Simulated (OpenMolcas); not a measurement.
```
&GATEWAY
Basis set
Yb.ANO-RCC-VDZP.
Yb1 0.0 0.0 0.0 Angstrom
End of basis
Basis set
O.ANO-RCC-VDZP.
L1 2.198000 0.000000 0.000000 Angstrom
L2 0.000000 2.198000 0.000000 Angstrom
L3 0.000000 0.000000 2.198000 Angstrom
End of basis
Basis set
Mg.EMB-AIMP.Pascual.10s4p.1s1p.ECP.MgO.
PseudoCharge
* 3 symmetry-unique lattice sites within 7.6 angstrom
End of basis
Basis set
Mg.EMB-AIMP.Pascual.0s.0s.ECP.MgO.
PseudoCharge
* 40 symmetry-unique lattice sites within 7.6 angstrom
End of basis
Basis set
O.EMB-AIMP.Pascual.0s.0s.ECP.MgO.
PseudoCharge
* 55 symmetry-unique lattice sites within 7.6 angstrom
End of basis
Symmetry
XYZ
AngMom=0.0 0.0 0.0
AMFI
RICD
XField
997 Angstrom 0
* Evjen-weighted lattice charges
&SEWARD
&RASSCF
FileOrb=start.orb
Symmetry=2
Spin=2
nActEl=13 0 0
Inactive=30 27
Ras2=0 7
CIRoot=7 7 1
SDav=7
CIMx=300
Iter=150 100
PrWF=0.3
OrbListing=Nothing
MaxOrb=0
LevShft=1.0
>>> COPY $Project.JobIph JOB001
&RASSI
NrOfJobIphs=1 7
1 2 3 4 5 6 7
IphNames
JOB001
EJob
SpinOrbit
DIPRint=1.0
SOCoupling=1000.0
Subsets=2
Property=9
'ANGMOM' 1 'ANGMOM' 2 'ANGMOM' 3 'MLTPL  1' 1 'MLTPL  1' 2 'MLTPL  1' 3
'AMFI' 1 'AMFI' 2 'AMFI' 3
SOProperty=3
'ANGMOM' 1 'ANGMOM' 2 'ANGMOM' 3
```

Command:
```bash
OMP_NUM_THREADS=1 MOLCAS_MEM=2457 MOLCAS_PROJECT=a pymolcas a.inp > a.log  # once for each step of the input, in one work folder
```

Computed with OpenMolcas: state-averaged CASSCF, active space 13 electrons in the shell 4f, basis ANO-RCC-VDZP on all atoms, DKH2 scalar Hamiltonian, spin-orbit coupling by RASSI with atomic mean-field integrals. Powder susceptibility by Van Vleck's formula.

Yb³⁺ (4f¹³) as a dopant in MgO, a cluster with its 6 nearest O²⁻ at 2.198 Å (octahedron) embedded in model potentials and point charges; the geometry was set, not optimised. The cluster and the levels that result:

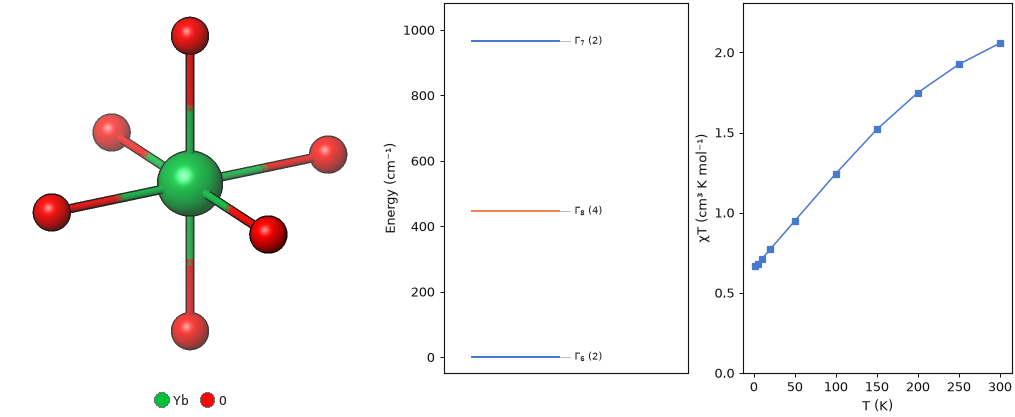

Labels give the representation in O, Td, D4 or D3 as the site allows (double group for half-integer spin) where it could be assigned and, in brackets, the degeneracy; spin-free states, where drawn, share the zero of the spin-orbit levels.

The ground level is Γ₆, a Kramers doublet, 100 % from states of spin multiplicity 2, effective J = 3.48, with |mJ| = 1/2 the largest share (58 %). Its principal g values are 2.64, 2.64 and 2.64, isotropic. The next level lies at 446 cm⁻¹ (Γ₈). The lowest J multiplet spreads over 965 cm⁻¹. χT is 0.665 cm³ K mol⁻¹ at 2 K and 2.06 at 300 K, an effective moment of 4.06 μB. The active orbitals hold 99 to 100 % metal character (Löwdin), and the Mulliken charge of the metal is +2.69.

Caveat: the geometry is set by hand, with no relaxation and no charge compensation.
